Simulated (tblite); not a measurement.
## Run report: C5H18F2OSi5, geometry relaxation (part 1 of 2)

System: C5H18F2OSi5, SMILES CO[Si@H]1C[Si@H]([SiH3])C[SiH2]C[Si](F)(F)C1.
Method: GFN2-xTB geometry optimisation, gas phase (tblite 0.8.0).

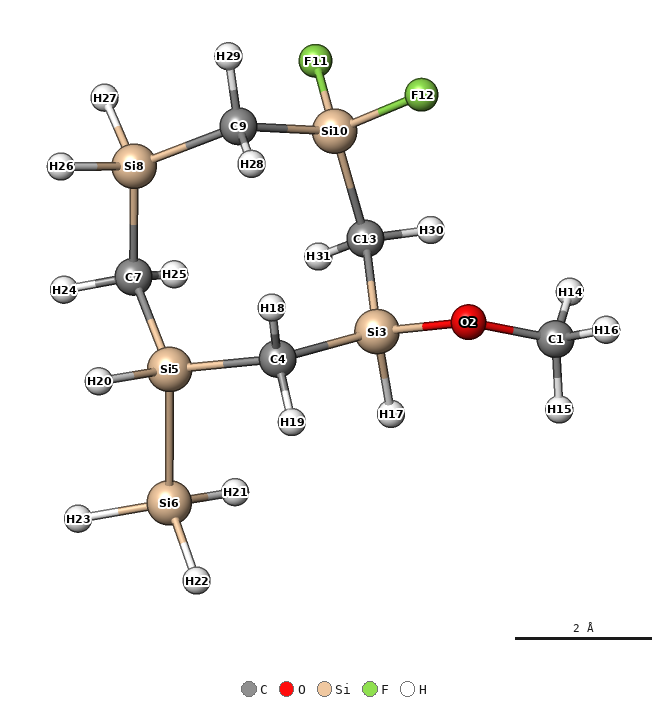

*The structure as given in the input (ball-and-stick view, seen at a tilt; atoms are numbered from 1 in the order of the input).*

Bond lengths as drawn: C–H 1.08 to 1.10 Å, C–O 1.44 Å, C–Si 1.83 to 1.87 Å, F–Si 1.60 to 1.61 Å, H–Si 1.48 to 1.49 Å, O–Si 1.66 Å and Si–Si 2.34 Å.

Input
```
{"job": {"xc": "GFN2-xTB", "basis": "xTB", "kind": "relax"}, "charge": 0, "multiplicity": 1}
C      3.975400    -0.193600    -0.861400
O      2.621200    -0.267100    -1.331300
Si     1.404600     0.291900    -0.343500
C     -0.044400     0.810300    -1.407000
Si    -1.499300     1.428500    -0.449400
Si    -1.021300     3.531200     0.450000
C     -2.191600     0.384800     0.893000
Si    -2.566700    -1.328100     0.335500
C     -1.241100    -2.340000    -0.447200
Si     0.258800    -2.379000     0.598700
F     -0.117700    -3.142100     1.956400
F      1.343800    -3.285800    -0.167400
C      1.075900    -0.810400     1.099000
H      4.115500    -0.787500     0.044600
H      4.259700     0.857800    -0.680900
H      4.616000    -0.597900    -1.626800
H      1.910000     1.555200     0.248600
H     -0.341900    -0.027500    -2.051400
H      0.297100     1.591400    -2.077700
H     -2.575700     1.648800    -1.444900
H     -0.006000     3.355700     1.528300
H     -0.477400     4.426500    -0.604100
H     -2.244300     4.121700     1.053100
H     -3.130600     0.831600     1.250200
H     -1.533400     0.370500     1.772400
H     -3.711000    -1.264900    -0.622100
H     -3.105800    -2.066000     1.500200
H     -1.022500    -1.984600    -1.454400
H     -1.611900    -3.360300    -0.582000
H      2.039300    -1.049800     1.576500
H      0.513100    -0.291700     1.859700
```

The first line tells a small driver script what to run in tblite; the rest is the geometry in Å.

Launch command:
```bash
OMP_NUM_THREADS=1 python <driver script> task.json out
```

What the program printed
```
step      E/eV     max force
  0   -1147.71901    2.310
  1   -1147.97191    1.061
  2   -1148.06024    0.455
  3   -1148.10312    0.443
  4   -1148.13820    0.452
  5   -1148.16790    0.391
  6   -1148.19659    0.291
  7   -1148.22132    0.307
  8   -1148.24044    0.316
  9   -1148.25633    0.232
 10   -1148.26904    0.179
 11   -1148.27866    0.176
 12   -1148.28731    0.186
 13   -1148.29479    0.180
 14   -1148.30033    0.140
 15   -1148.30444    0.123
 16   -1148.30784    0.135
 17   -1148.31141    0.126
 18   -1148.31537    0.131
 19   -1148.31906    0.122
 20   -1148.32219    0.107
 21   -1148.32527    0.107
 22   -1148.32890    0.180
 23   -1148.33299    0.222
 24   -1148.33662    0.172
 25   -1148.33908    0.088
 26   -1148.34077    0.079
 27   -1148.34252    0.105
 28   -1148.34462    0.132
 29   -1148.34654    0.093
 30   -1148.34791    0.069
 31   -1148.34904    0.067
 32   -1148.35027    0.094
 33   -1148.35157    0.085
 34   -1148.35267    0.059
 35   -1148.35352    0.055
 36   -1148.35437    0.076
 37   -1148.35544    0.101
 38   -1148.35664    0.083
 39   -1148.35764    0.078
 40   -1148.35838    0.059
 41   -1148.35912    0.059
 42   -1148.36005    0.070
 43   -1148.36113    0.075
 44   -1148.36206    0.060
 45   -1148.36274    0.053
 46   -1148.36331    0.059
 47   -1148.36388    0.046
 48   -1148.36445    0.055
 49   -1148.36501    0.060
 50   -1148.36557    0.070
 51   -1148.36617    0.049
 52   -1148.36681    0.054
 53   -1148.36751    0.065
 54   -1148.36848    0.112
 55   -1148.36962    0.128
 56   -1148.37077    0.098
 57   -1148.37172    0.056
 58   -1148.37258    0.063
 59   -1148.37351    0.080
 60   -1148.37447    0.091
 61   -1148.37531    0.065
 62   -1148.37607    0.051
 63   -1148.37696    0.074
 64   -1148.37812    0.089
 65   -1148.37944    0.080
 66   -1148.38053    0.069
 67   -1148.38141    0.065
 68   -1148.38213    0.062
 69   -1148.38303    0.057
 70   -1148.38356    0.052
 71   -1148.38421    0.064
 72   -1148.38475    0.065
 73   -1148.38537    0.052
 74   -1148.38593    0.052
 75   -1148.38648    0.043
 76   -1148.38702    0.052
 77   -1148.38753    0.050
 78   -1148.38797    0.043
 79   -1148.38837    0.045
 80   -1148.38882    0.043
 81   -1148.38942    0.056
 82   -1148.39015    0.057
 83   -1148.39087    0.060
 84   -1148.39148    0.063
 85   -1148.39204    0.062
 86   -1148.39264    0.053
 87   -1148.39328    0.034
 88   -1148.39328    0.034
 89   -1148.39342    0.031
 90   -1148.39389    0.031
 91   -1148.39405    0.031
 92   -1148.39440    0.034
 93   -1148.39459    0.036
 94   -1148.39482    0.029
 95   -1148.39502    0.030
 96   -1148.39521    0.026
 97   -1148.39536    0.022
 98   -1148.39552    0.029
 99   -1148.39571    0.036
100   -1148.39592    0.031
101   -1148.39611    0.025
102   -1148.39625    0.026
103   -1148.39641    0.034
104   -1148.39660    0.039
105   -1148.39682    0.037
106   -1148.39704    0.034
107   -1148.39725    0.034
108   -1148.39748    0.033
109   -1148.39775    0.037
110   -1148.39804    0.036
111   -1148.39832    0.037
112   -1148.39854    0.031
113   -1148.39872    0.025
114   -1148.39888    0.025
115   -1148.39905    0.022
116   -1148.39923    0.029
117   -1148.39943    0.029
118   -1148.39961    0.027
119   -1148.39977    0.019
120   -1148.39990    0.020
121   -1148.40003    0.025
122   -1148.40013    0.023
123   -1148.40022    0.019
124   -1148.40029    0.018
125   -1148.40036    0.017
126   -1148.40044    0.018
127   -1148.40051    0.016
128   -1148.40058    0.016
129   -1148.40065    0.018
130   -1148.40073    0.019
131   -1148.40083    0.020
132   -1148.40093    0.022
133   -1148.40103    0.023
134   -1148.40111    0.019
135   -1148.40119    0.017
136   -1148.40127    0.018
137   -1148.40137    0.027
138   -1148.40149    0.031
139   -1148.40162    0.026
140   -1148.40175    0.019
141   -1148.40188    0.024
142   -1148.40201    0.032
143   -1148.40216    0.036
144   -1148.40232    0.030
145   -1148.40247    0.021
146   -1148.40262    0.026
147   -1148.40279    0.037
148   -1148.40298    0.044
149   -1148.40319    0.039
150   -1148.40339    0.028
151   -1148.40358    0.026
152   -1148.40376    0.036
153   -1148.40396    0.045
154   -1148.40415    0.042
155   -1148.40433    0.028
156   -1148.40450    0.024
157   -1148.40468    0.033
158   -1148.40488    0.040
159   -1148.40508    0.039
160   -1148.40528    0.029
161   -1148.40546    0.027
162   -1148.40563    0.027
163   -1148.40579    0.030
164   -1148.40596    0.030
165   -1148.40613    0.042
166   -1148.40634    0.039
167   -1148.40661    0.040
168   -1148.40690    0.034
169   -1148.40716    0.044
170   -1148.40754    0.047
171   -1148.40804    0.059
172   -1148.40875    0.060
173   -1148.40958    0.066
174   -1148.41033    0.059
175   -1148.41088    0.056
176   -1148.41069    0.063
177   -1148.41158    0.040
178   -1148.41190    0.037
179   -1148.41279    0.042
180   -1148.41314    0.053
181   -1148.41377    0.051
182   -1148.41418    0.043
183   -1148.41453    0.036
184   -1148.41470    0.031
185   -1148.41495    0.037
186   -1148.41517    0.036
187   -1148.41541    0.039
188   -1148.41567    0.043
189   -1148.41600    0.040
190   -1148.41636    0.045
191   -1148.41670    0.044
192   -1148.41698    0.038
193   -1148.41720    0.032
194   -1148.41746    0.033
195   -1148.41777    0.030
196   -1148.41802    0.036
197   -1148.41826    0.032
198   -1148.41856    0.035
199   -1148.41893    0.035
200   -1148.41939    0.056
201   -1148.41984    0.063
202   -1148.42025    0.045
203   -1148.42068    0.042
204   -1148.42120    0.046
205   -1148.42177    0.063
206   -1148.42226    0.052
207   -1148.42261    0.053
208   -1148.42305    0.041
209   -1148.42355    0.049
210   -1148.42404    0.059
211   -1148.42458    0.046
212   -1148.42506    0.040
213   -1148.42557    0.041
214   -1148.42624    0.066
215   -1148.42698    0.071
216   -1148.42762    0.052
217   -1148.42811    0.049
218   -1148.42846    0.062
219   -1148.42890    0.063
220   -1148.42939    0.042
221   -1148.42996    0.030
222   -1148.43031    0.048
223   -1148.43072    0.047
224   -1148.43115    0.056
225   -1148.43166    0.052
226   -1148.43211    0.044
227   -1148.43260    0.047
228   -1148.43302    0.057
229   -1148.43351    0.059
230   -1148.43396    0.054
231   -1148.43428    0.035
232   -1148.43453    0.024
233   -1148.43475    0.028
234   -1148.43498    0.037
235   -1148.43528    0.042
236   -1148.43561    0.034
237   -1148.43595    0.027
238   -1148.43614    0.020
239   -1148.43623    0.020
240   -1148.43639    0.021
241   -1148.43657    0.029
242   -1148.43680    0.034
243   -1148.43702    0.031
244   -1148.43724    0.032
245   -1148.43745    0.029
246   -1148.43764    0.031
247   -1148.43782    0.038
248   -1148.43800    0.036
249   -1148.43818    0.032
250   -1148.43837    0.027
251   -1148.43853    0.032
252   -1148.43876    0.036
253   -1148.43894    0.027
254   -1148.43907    0.019
255   -1148.43919    0.025
256   -1148.43932    0.034
257   -1148.43945    0.033
258   -1148.43955    0.032
259   -1148.43965    0.018
260   -1148.43973    0.017
261   -1148.43982    0.025
262   -1148.43997    0.030
263   -1148.44012    0.034
264   -1148.44026    0.026
265   -1148.44041    0.024
266   -1148.44056    0.027
267   -1148.44071    0.026
268   -1148.44082    0.026
269   -1148.44090    0.018
270   -1148.44098    0.014
271   -1148.44111    0.026
272   -1148.44122    0.029
273   -1148.44134    0.021
274   -1148.44142    0.020
275   -1148.44151    0.018
276   -1148.44158    0.019
277   -1148.44165    0.014
278   -1148.44168    0.011
279   -1148.44171    0.012
280   -1148.44173    0.010
281   -1148.44175    0.010
282   -1148.44178    0.008
283   -1148.44179    0.009
284   -1148.44181    0.010
285   -1148.44183    0.010
286   -1148.44185    0.007
287   -1148.44186    0.006
288   -1148.44187    0.007
289   -1148.44188    0.008
290   -1148.44190    0.009
291   -1148.44192    0.008
292   -1148.44193    0.008
293   -1148.44195    0.008
294   -1148.44197    0.006
295   -1148.44199    0.008
296   -1148.44201    0.008
297   -1148.44203    0.009
298   -1148.44205    0.009
299   -1148.44207    0.009
300   -1148.44209    0.008
301   -1148.44211    0.009
302   -1148.44212    0.011
303   -1148.44213    0.011
304   -1148.44215    0.009
305   -1148.44216    0.009
306   -1148.44218    0.009
307   -1148.44220    0.008
308   -1148.44222    0.007
309   -1148.44223    0.008
310   -1148.44224    0.007
311   -1148.44226    0.007
312   -1148.44227    0.006
313   -1148.44228    0.006
314   -1148.44229    0.006
315   -1148.44230    0.006
316   -1148.44231    0.007
317   -1148.44232    0.008
318   -1148.44234    0.006
319   -1148.44235    0.006
320   -1148.44235    0.007
321   -1148.44236    0.006
322   -1148.44237    0.005
323   -1148.44238    0.007
324   -1148.44239    0.010
325   -1148.44241    0.012
326   -1148.44242    0.010
327   -1148.44243    0.006
328   -1148.44244    0.004
```

Trajectory as extended XYZ (Å, eV, eV/Å), 12 frames, from step=0 to step=328
```
31
Properties=species:S:1:pos:R:3:forces:R:3 step=0 energy=-1147.71901
C     3.9754   -0.1936   -0.8614   -0.6930   0.1990  -0.1770
O     2.6212   -0.2671   -1.3313    0.2770   0.3730   1.0010
Si    1.4046    0.2919   -0.3435    1.3150   1.0700  -1.0860
C    -0.0444    0.8103   -1.4070    0.4820  -1.0190  -0.8380
Si   -1.4993    1.4285   -0.4494   -0.3540   2.2300  -0.4440
Si   -1.0213    3.5312    0.4500    0.0940  -0.2990  -0.0050
C    -2.1916    0.3848    0.8930   -0.2130   0.1370   1.5240
Si   -2.5667   -1.3281    0.3355   -2.1560  -0.7970   0.2310
C    -1.2411   -2.3400   -0.4472   -0.0760  -0.5880  -1.1860
Si    0.2588   -2.3790    0.5987    0.5310  -0.5960   0.1010
F    -0.1177   -3.1421    1.9564    0.0280  -0.3970   0.2570
F     1.3438   -3.2858   -0.1674    0.1640  -0.2300   0.1520
C     1.0759   -0.8104    1.0990    0.6540  -0.1620   1.0000
H     4.1155   -0.7875    0.0446   -0.1310   0.1560  -0.0170
H     4.2597    0.8578   -0.6809   -0.1890  -0.4330   0.0410
H     4.6160   -0.5979   -1.6268    0.1250  -0.1510  -0.3850
H     1.9100    1.5552    0.2486    0.0270   0.0240   0.0520
H    -0.3419   -0.0275   -2.0514    0.0780   0.2300   0.0630
H     0.2971    1.5914   -2.0777   -0.0060   0.0530  -0.0570
H    -2.5757    1.6488   -1.4449   -0.0760  -0.1910  -0.0710
H    -0.0060    3.3557    1.5283   -0.2710   0.2890  -0.2440
H    -0.4774    4.4265   -0.6041   -0.1520  -0.0840   0.4210
H    -2.2443    4.1217    1.0531    0.3920   0.0280  -0.1290
H    -3.1306    0.8316    1.2502    0.2890  -0.0970  -0.1510
H    -1.5334    0.3705    1.7724   -0.1430   0.0310  -0.2480
H    -3.7110   -1.2649   -0.6221    0.2610   0.0120   0.0920
H    -3.1058   -2.0660    1.5002    0.1060  -0.0090  -0.0420
H    -1.0225   -1.9846   -1.4544    0.0430   0.0000   0.0940
H    -1.6119   -3.3603   -0.5820    0.0040   0.1110   0.0670
H     2.0393   -1.0498    1.5765   -0.2350   0.0080  -0.1320
H     0.5131   -0.2917    1.8597   -0.1760   0.1030   0.1150
31
Properties=species:S:1:pos:R:3:forces:R:3 step=29 energy=-1148.34654
C     3.9960   -0.2248   -0.9370   -0.0400   0.0060   0.0060
O     2.6538    0.0086   -1.2521   -0.0330  -0.0170  -0.0270
Si    1.4701    0.4882   -0.2470   -0.0260   0.0040  -0.0110
C     0.0012    0.8245   -1.3868   -0.0130  -0.0050   0.0110
Si   -1.5385    1.5405   -0.5221    0.0140  -0.0260   0.0630
Si   -1.0324    3.5839    0.4419    0.0130   0.0800   0.0460
C    -2.2426    0.3535    0.8057   -0.0020  -0.0050   0.0060
Si   -2.7470   -1.4199    0.3364    0.0390   0.0260  -0.0140
C    -1.2833   -2.3861   -0.4097    0.0460   0.0110   0.0040
Si    0.2926   -2.4102    0.6148    0.0280   0.0090   0.0210
F     0.0032   -3.2631    1.9561    0.0030  -0.0190  -0.0040
F     1.3988   -3.3608   -0.0759   -0.0050   0.0020   0.0000
C     1.1230   -0.7983    1.1194   -0.0020   0.0200  -0.0010
H     4.0862   -0.8947   -0.0806    0.0110  -0.0400  -0.0110
H     4.4887    0.7200   -0.6961    0.0440  -0.0240  -0.0130
H     4.4773   -0.6795   -1.8035   -0.0260   0.0210   0.0130
H     1.8812    1.7212    0.4515    0.0190   0.0160   0.0110
H    -0.2756   -0.0772   -1.9284    0.0570   0.0050  -0.0100
H     0.3162    1.5399   -2.1460    0.0080  -0.0200   0.0210
H    -2.5805    1.6499   -1.5663   -0.0540  -0.0080  -0.0480
H    -0.0486    3.4686    1.5283   -0.0330   0.0100  -0.0070
H    -0.4696    4.5669   -0.4941   -0.0210  -0.0410   0.0100
H    -2.1923    4.2545    1.0481    0.0110  -0.0320  -0.0230
H    -3.1240    0.8351    1.2326    0.0170  -0.0030  -0.0250
H    -1.5238    0.2918    1.6237   -0.0310   0.0230  -0.0100
H    -3.8347   -1.4107   -0.6510   -0.0160   0.0360  -0.0600
H    -3.2427   -2.1191    1.5298    0.0280  -0.0150   0.0360
H    -1.0545   -1.9833   -1.3936   -0.0490  -0.0260  -0.0240
H    -1.6034   -3.4159   -0.5723    0.0100   0.0280   0.0220
H     2.0719   -1.0493    1.5973   -0.0210  -0.0070  -0.0060
H     0.5213   -0.3250    1.8916    0.0250  -0.0090   0.0260
31
Properties=species:S:1:pos:R:3:forces:R:3 step=59 energy=-1148.37351
C     3.9406   -0.3596   -1.0089   -0.0060  -0.0060  -0.0050
O     2.6234    0.0470   -1.2318   -0.0200   0.0040   0.0180
Si    1.4932    0.5342   -0.1734   -0.0030  -0.0010   0.0520
C     0.0305    0.8648   -1.3195    0.0190   0.0190   0.0050
Si   -1.5440    1.5628   -0.5136   -0.0060   0.0520  -0.0610
Si   -1.1297    3.6338    0.4421   -0.0140  -0.0230  -0.0080
C    -2.2645    0.3827    0.8030   -0.0090  -0.0050   0.0040
Si   -2.7053   -1.3962    0.3101   -0.0030  -0.0630  -0.0190
C    -1.2311   -2.3821   -0.3917    0.0070   0.0030   0.0100
Si    0.3556   -2.3731    0.6179    0.0070  -0.0080   0.0040
F     0.1075   -3.3038    1.9151   -0.0100  -0.0060   0.0200
F     1.4958   -3.2535   -0.1112   -0.0040  -0.0120  -0.0340
C     1.1620   -0.7707    1.1802   -0.0090   0.0070  -0.0110
H     3.9866   -1.1507   -0.2582   -0.0100  -0.0180  -0.0170
H     4.5475    0.4840   -0.6715    0.0020  -0.0100   0.0010
H     4.3337   -0.7341   -1.9540    0.0340  -0.0140   0.0120
H     1.9324    1.7500    0.5417    0.0060  -0.0090  -0.0320
H    -0.2095   -0.0389   -1.8752    0.0090  -0.0050   0.0020
H     0.3634    1.5858   -2.0642   -0.0070   0.0160  -0.0260
H    -2.5489    1.6109   -1.6072   -0.0020   0.0220   0.0400
H    -0.2191    3.5421    1.5901   -0.0030   0.0160   0.0160
H    -0.5298    4.6145   -0.4683    0.0090  -0.0160  -0.0180
H    -2.3423    4.2838    0.9540   -0.0170  -0.0070   0.0110
H    -3.1840    0.8395    1.1669   -0.0430   0.0290   0.0160
H    -1.5966    0.3651    1.6619    0.0550  -0.0300   0.0220
H    -3.7534   -1.3604   -0.7230    0.0050  -0.0100  -0.0150
H    -3.2373   -2.1136    1.4793    0.0180   0.0070   0.0130
H    -1.0305   -2.0467   -1.4066    0.0260   0.0140   0.0160
H    -1.5472   -3.4222   -0.4807   -0.0170   0.0130  -0.0060
H     2.1186   -1.0379    1.6334   -0.0130   0.0290   0.0080
H     0.5705   -0.3280    1.9778   -0.0010   0.0120  -0.0170
31
Properties=species:S:1:pos:R:3:forces:R:3 step=89 energy=-1148.39342
C     3.8569   -0.5647   -1.0438    0.0040  -0.0070   0.0070
O     2.5845   -0.0244   -1.2506    0.0090   0.0160   0.0220
Si    1.5150    0.5563   -0.1756   -0.0110   0.0110  -0.0010
C     0.0478    0.9436   -1.3020   -0.0080   0.0030   0.0080
Si   -1.5432    1.5943   -0.4846   -0.0020   0.0000  -0.0100
Si   -1.2371    3.6834    0.4679   -0.0020  -0.0040  -0.0060
C    -2.2403    0.3755    0.8129    0.0050  -0.0040  -0.0050
Si   -2.6453   -1.4071    0.2954    0.0020  -0.0080  -0.0030
C    -1.1425   -2.3593   -0.3919    0.0000   0.0080   0.0010
Si    0.4343   -2.3388    0.6325   -0.0050  -0.0020   0.0120
F     0.2369   -3.3044    1.9121   -0.0230  -0.0130   0.0080
F     1.6011   -3.1614   -0.1234   -0.0030   0.0040  -0.0010
C     1.1534   -0.7026    1.2140    0.0040   0.0080  -0.0140
H     3.7974   -1.4726   -0.4415   -0.0120  -0.0140   0.0000
H     4.5060    0.1546   -0.5396   -0.0030   0.0020   0.0060
H     4.2800   -0.8079   -2.0187   -0.0060  -0.0030  -0.0030
H     2.0369    1.7651    0.4915    0.0050  -0.0040  -0.0090
H    -0.1859    0.0608   -1.8947    0.0020   0.0120   0.0010
H     0.3788    1.6949   -2.0185   -0.0080  -0.0050   0.0080
H    -2.5522    1.6430   -1.5731   -0.0080  -0.0080   0.0110
H    -0.4296    3.6849    1.6947    0.0020  -0.0220  -0.0130
H    -0.5860    4.6307   -0.4441   -0.0060   0.0060   0.0190
H    -2.5121    4.3059    0.8506    0.0170   0.0050  -0.0080
H    -3.1656    0.8107    1.1928    0.0080   0.0010   0.0000
H    -1.5623    0.3485    1.6652   -0.0080   0.0050   0.0090
H    -3.6754   -1.3838   -0.7559    0.0040  -0.0100  -0.0030
H    -3.1799   -2.1331    1.4586    0.0170  -0.0070  -0.0010
H    -0.9239   -1.9905   -1.3917    0.0100  -0.0010   0.0010
H    -1.4451   -3.3994   -0.5177    0.0030   0.0100   0.0030
H     2.0885   -0.9128    1.7356    0.0020  -0.0020  -0.0170
H     0.4969   -0.2600    1.9583    0.0100   0.0220  -0.0200
```
